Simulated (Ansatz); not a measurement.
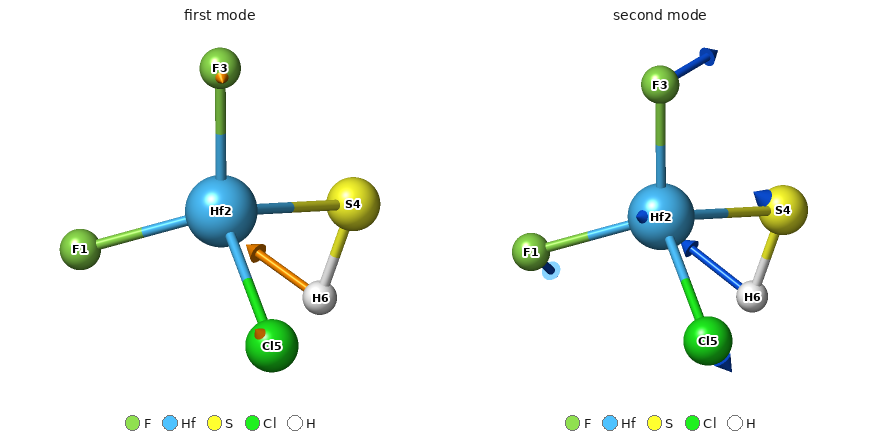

The system is ClF₂HHfS, SMILES [F][Hf]([F])([SH])[Cl]; the picture shows the reference structure; its two panels give the patterns of the first and the second mode as arrows. The first coordinate is: normal mode 1 (84 cm⁻¹); the second: normal mode 4 (149 cm⁻¹). Nothing is relaxed (straight displacements along the two mass-weighted modes). Grid: 9 × 9 points. Points are written as (first, second). Energies: kJ/mol, counted from the lowest grid point. Method: RHF/def2-SVP in Ansatz 0.2.0.

Its coordinates:

```xyz
6

F    -0.5335   -1.7052   -0.9710
Hf    0.4087   -0.1607   -0.3793
F     2.2689   -0.5066   -0.1959
S    -0.4172    0.4408    1.8662
Cl    0.0331    1.5800   -1.9482
H    -1.7180    0.2878    1.5820
```

Range: normal mode 1 (84 cm⁻¹) from −0.669 to 0.669 amu½·Å; normal mode 4 (149 cm⁻¹) from −2.4 to 2.4 amu½·Å.

Q: Predict the map.

A: The lowest grid point is at (0.000 amu½·Å, 0.0 amu½·Å). The highest grid point, (0.669 amu½·Å, 2.4 amu½·Å), lies 81.9 kJ/mol above the lowest.

| normal mode 4 (149 cm⁻¹) ↓, normal mode 1 (84 cm⁻¹) → | −0.669 | −0.501 | −0.334 | −0.167 | 0.000 | 0.167 | 0.334 | 0.501 | 0.669 |
| --- | --- | --- | --- | --- | --- | --- | --- | --- | --- |
| 2.4 | 27.5 | 27.2 | 27.4 | 28.7 | 32.0 | 38.4 | 48.5 | 63.0 | 81.9 |
| 1.8 | 14.7 | 14.4 | 14.2 | 14.5 | 15.9 | 19.2 | 25.6 | 35.8 | 50.3 |
| 1.2 | 6.9 | 6.2 | 6.0 | 6.0 | 6.3 | 7.7 | 11.1 | 17.5 | 27.7 |
| 0.6 | 3.8 | 2.1 | 1.6 | 1.5 | 1.5 | 1.8 | 3.3 | 6.7 | 13.2 |
| 0.0 | 5.5 | 2.0 | 0.5 | 0.1 | 0.0 | 0.1 | 0.5 | 2.0 | 5.5 |
| −0.6 | 12.9 | 6.5 | 3.2 | 1.8 | 1.5 | 1.5 | 1.6 | 2.2 | 3.8 |
| −1.2 | 26.8 | 16.9 | 10.8 | 7.6 | 6.4 | 6.2 | 6.4 | 6.6 | 7.3 |
| −1.8 | 48.4 | 34.5 | 24.9 | 19.0 | 16.0 | 15.1 | 15.1 | 15.5 | 16.0 |
| −2.4 | 78.9 | 60.9 | 47.3 | 38.0 | 32.4 | 29.8 | 29.1 | 29.4 | 30.1 |

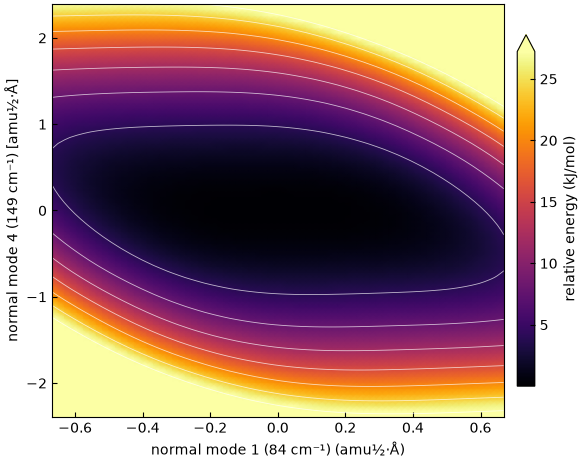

The picture shows a smooth colour map with a few white contour lines, one colour for all values above the top of the scale. Between grid points the surface is interpolated.

The whole map (81 points run) took 14 min on 1 thread of Intel(R) Xeon(R) Processor @ 2.50GHz (Skylake/Cascade Lake), with other jobs on the host.
